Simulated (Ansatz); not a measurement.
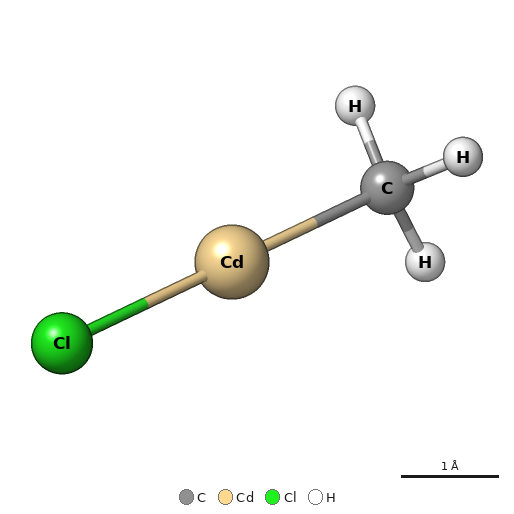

Ball-and-stick drawing of a structure.

Computed geometry: PBE0-D4/def2-TZVP optimisation.

> What is the molecular formula?

CH₃CdCl, 6 atoms: 1 carbon, 3 hydrogen, 1 cadmium and 1 chlorine.

> Give a SMILES string for it.

[CH3][Cd][Cl]

More results for the same structure follow; atom numbers are the same in all pictures, views and colours differ.

**Thermal motion**

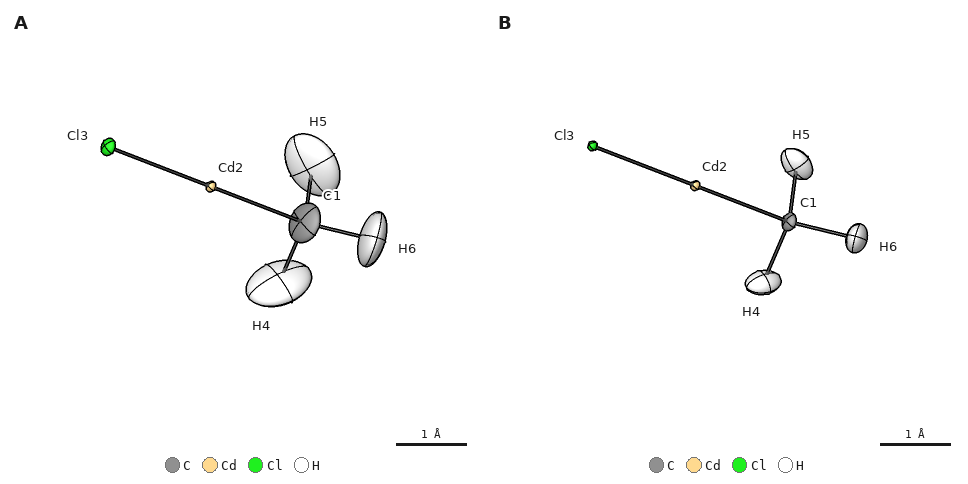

Displacement ellipsoids at the 50 % level, from the internal vibrations of the free molecule (harmonic, no overall translation or rotation; no half-axis is drawn under 0.075 Å). Vibrations computed with RKS PBE0-D4/def2-TZVP, core potentials on Cd (Ansatz 0.2.0). One panel is for 100 K, the other for 600 K.

> Which panel is for 600 K?

A.

> How much does the mean-square displacement of C1 grow, and why?

U_eq goes from 0.0057 to 0.0256 Å², a factor of 4.5. Modes below kT (417 cm⁻¹ at 600 K) grow about in proportion to T, and the lowest lies at 108 cm⁻¹; the mean-square amplitude of a mode is its zero-point value times coth(ħω/2kT), which comes close to 1 only above about 3kT.

**Levels of theory compared**

Program: Ansatz 0.2.0.

Tabulate HOMO–LUMO gap (eV) at these levels: B3LYP-D4/def2-TZVPP; B97M-V/def2-TZVPP; BLYP-D4/def2-TZVPP; CAM-B3LYP-D4/def2-TZVPP; PBE0-D4/def2-TZVPP; SPW92 (LDA)/def2-TZVPP; r2SCAN0-D4/def2-TZVPP; revPBE-D4/def2-TZVPP; ωB97M-V/def2-QZVPP; ωB97X-V/def2-TZVPP.

```json
{"level": "B3LYP-D4/def2-TZVPP", "HOMO–LUMO gap (eV)": "6.90"}
{"level": "B97M-V/def2-TZVPP", "HOMO–LUMO gap (eV)": "5.76"}
{"level": "BLYP-D4/def2-TZVPP", "HOMO–LUMO gap (eV)": "5.16"}
{"level": "CAM-B3LYP-D4/def2-TZVPP", "HOMO–LUMO gap (eV)": "9.60"}
{"level": "PBE0-D4/def2-TZVPP", "HOMO–LUMO gap (eV)": "7.47"}
{"level": "SPW92 (LDA)/def2-TZVPP", "HOMO–LUMO gap (eV)": "5.26"}
{"level": "r2SCAN0-D4/def2-TZVPP", "HOMO–LUMO gap (eV)": "7.81"}
{"level": "revPBE-D4/def2-TZVPP", "HOMO–LUMO gap (eV)": "5.33"}
{"level": "ωB97M-V/def2-QZVPP", "HOMO–LUMO gap (eV)": "10.80"}
{"level": "ωB97X-V/def2-TZVPP", "HOMO–LUMO gap (eV)": "11.60"}
```

**Charges**

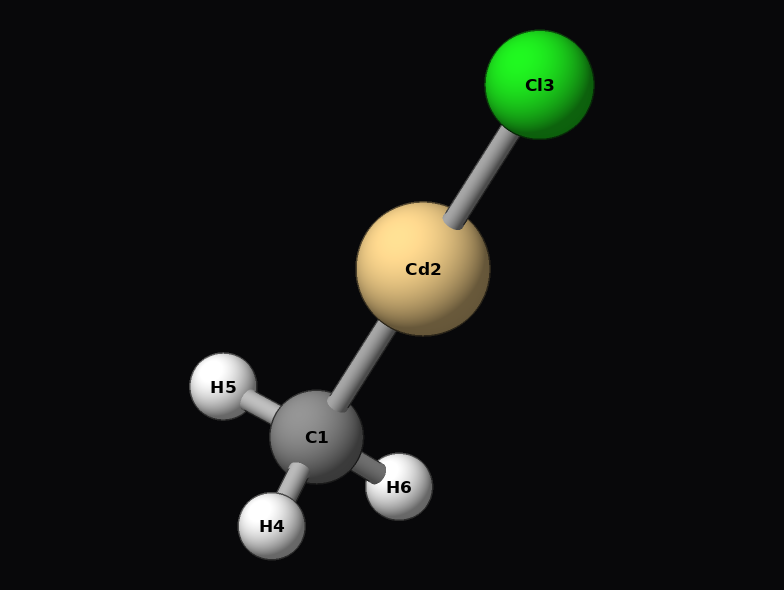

The questions are on Mulliken charges. Level of theory: RKS ωB97M-V/def2-TZVPP, core potentials on Cd (Ansatz 0.2.0).

> Which atom carries the highest charge (most positive or least negative)?

Cd2 (0.66 e).

> And the lowest?

C1 (−0.64 e).

List the Mulliken charges.

```tsv
atom	value (e)
C1	−0.64
Cd2	0.66
Cl3	−0.44
H4	0.14
H5	0.14
H6	0.14
```

Mulliken values depend strongly on the basis set and can even reverse the polarity of a bond.
